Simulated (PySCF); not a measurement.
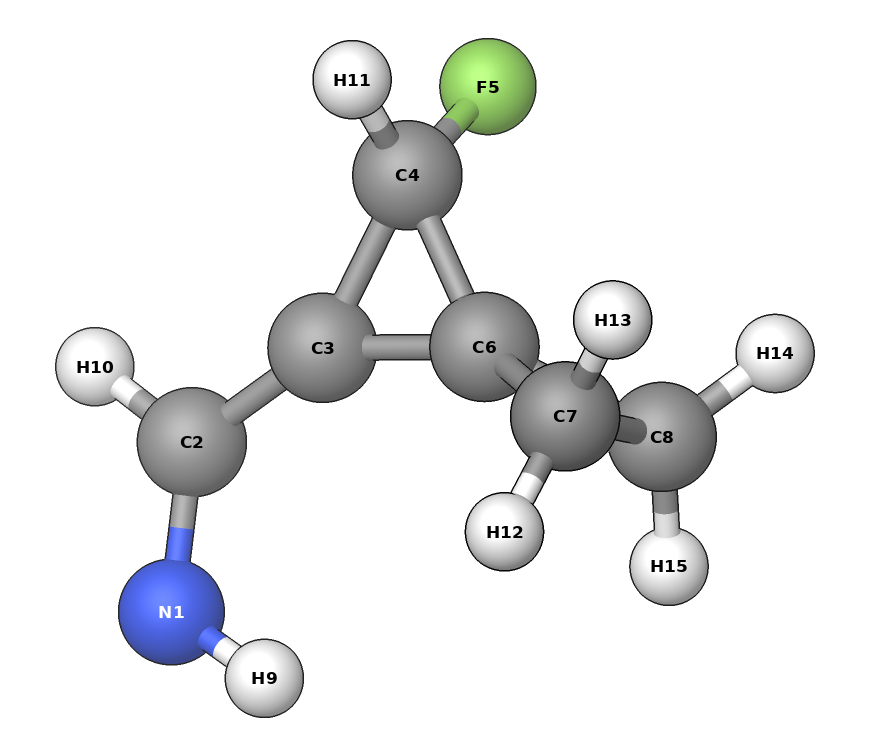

State: neutral, doublet. Computed geometry: GFN2-xTB optimisation. No frequency run is at hand to confirm it as a minimum. Level of theory: UKS B3LYP, pcH-1 on C F H N, non-relativistic (PySCF 2.14.0). Fermi-contact and spin-dipolar terms alone, no spin-orbit part.

### Which nucleus has the largest dipolar (anisotropic) hyperfine coupling?

13C at C3: principal values −55.6, −51.5, 107.0 MHz.

List the isotropic and dipolar parts for the most strongly coupled nuclei, one of each equivalent set.

```tsv
atom	isotope	a_iso (MHz)	dipolar part (MHz)
C3	13C	65.2	−55.6, −51.5, 107.0
F5	19F	62.6	−39.6, −29.7, 69.3
N1	14N	15.7	−21.2, −20.9, 42.2
H9	1H	−30.0	−21.2, −6.2, 27.5
C2	13C	−40.8	−24.9, 8.8, 16.1
C7	13C	30.7	−8.0, −7.9, 15.9
C8	13C	28.1	−7.9, −7.7, 15.6
H10	1H	7.1	−5.3, −0.5, 5.8
```
